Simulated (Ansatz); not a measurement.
```xyz
20

P    -2.8151   -2.7821    0.3973
P    -4.3278    1.4427   -1.3676
P    -1.7135    1.3201    2.5710
P    -1.1306    3.6594   -1.2984
P     1.3500   -4.0954   -1.6871
P     0.9836   -1.5913    2.1763
P     4.2825   -1.3877   -0.8651
P    -0.1003   -0.2144   -1.3181
P     0.4264    1.9845    2.5974
P     1.8778    0.3077    2.7516
In   -3.8755   -0.8433   -0.6740
In   -0.7259   -2.9254   -1.1330
In   -1.1933   -0.7522    1.1444
In   -1.8323    1.3902   -2.3798
In   -2.6205    2.4746    0.4259
In    0.7358    2.1534   -0.2881
In    2.2583   -1.5177   -3.1267
In    2.3450   -2.5998    0.1332
In    3.3075    0.5840    0.2853
In    2.7680    3.3927    1.6555
```

Geometry: PBE-D4/def2-SVP; core potentials replace the inner electrons of In.

Computed with RKS PBE0-D4/def2-SVP (Ansatz 0.2.0).

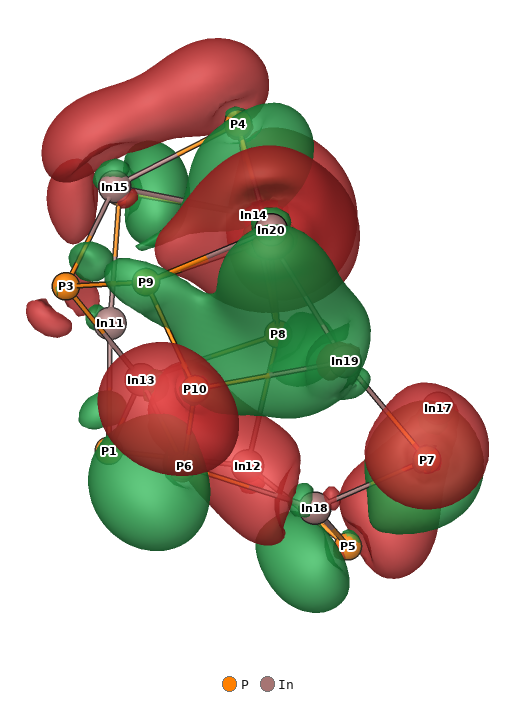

In9P10···In (In10P10 zinc blende bond disc). The HOMO−1 at ±0.05 Å⁻³ᐟ² (green and red are the two phases), seen at an oblique angle.

Question: Describe this orbital and give its energy.

Answer: Its weight (Hirshfeld) is mainly on P10 (about 15 %), P6 (about 10 %), In16 (about 10 %), P4 (about 10 %), In14 (about 10 %) and P7 (about 10 %). Its energy is −5.47 eV.
